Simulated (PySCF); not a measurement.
```xyz
10

C     2.7221    0.4787    0.4600
C     1.6361   -0.0378    0.2724
Si   -0.0192   -0.7777   -0.0133
C    -1.2862    0.6325   -0.1456
F    -2.5392    0.0975   -0.3661
H     3.6860    0.9270    0.6257
H    -0.3779   -1.6695    1.1257
H    -0.0088   -1.5633   -1.2797
H    -1.0272    1.3143   -0.9750
H    -1.3014    1.2338    0.7806
```

Geometry: PBE0-D3(BJ)/def2-SVP.

The calculation used B3LYP/pcSseg-1, SCF density, gas phase, non-relativistic in PySCF.

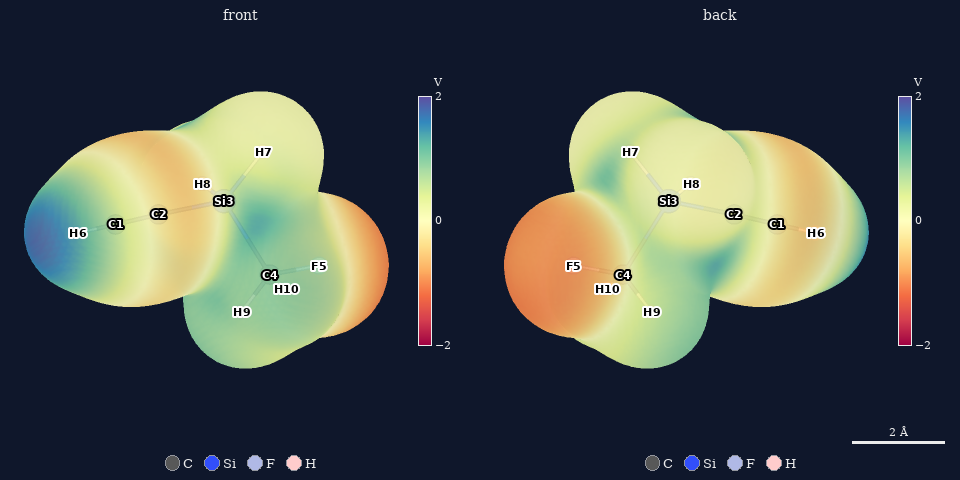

C₃H₅FSi. The electrostatic potential painted on the density surface at 0.002 e/bohr³, seen from the front and from behind; the colour scale runs from red (negative) to blue (positive).

### Describe the electrostatic potential map.

The most negative region (about −1.0 V) lies over F5, the most positive (about +1.8 V) over H6.

### How polar is the molecule by this calculation?

Its dipole moment is 2.13 D.
